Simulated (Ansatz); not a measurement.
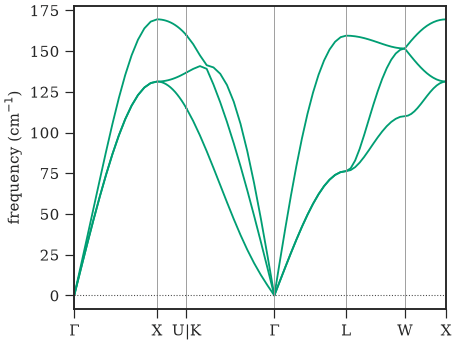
*Phonon dispersion of Ca (fcc (Cu type), Fm-3m), r²SCAN in the plane-wave PAW code Ansatz; imaginary frequencies are drawn negative*

Q: Is this phase dynamically stable?

A: Yes, on this path no branch is imaginary.

Q: How high does the spectrum reach?

A: About 170 cm⁻¹ (5.1 THz).

Symmetry was held in the r²SCAN relaxation. As this level gives no gap, phonon frequencies hold no LO–TO term and depend on the k-mesh and smearing (Fermi–Dirac, 0.1 eV here).

Potentials: the later of the program's two PAW sets.
